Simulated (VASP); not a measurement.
Band structure of Y3Al (space group Fm-3m). Computed with PBE GGA, VASP's PBE PAW potentials (set 64) (plane waves; VASP 6.6.1).

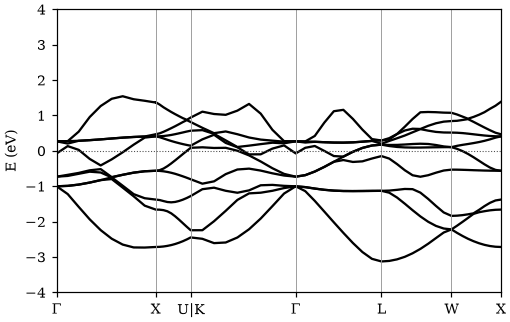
Figure: Bands along high-symmetry lines, zero at the valence-band maximum or, without a gap, the Fermi level

Task: Read the plot: is there a gap, and where are the band edges?

Result: It has no gap at this level: it comes out as a metal or semimetal.

The structure was generated: Y3Al was put into an ordered model structure, which need not be its known phase. The cell was not relaxed at this level. VASP warned that the highest band is occupied, so more bands are needed.
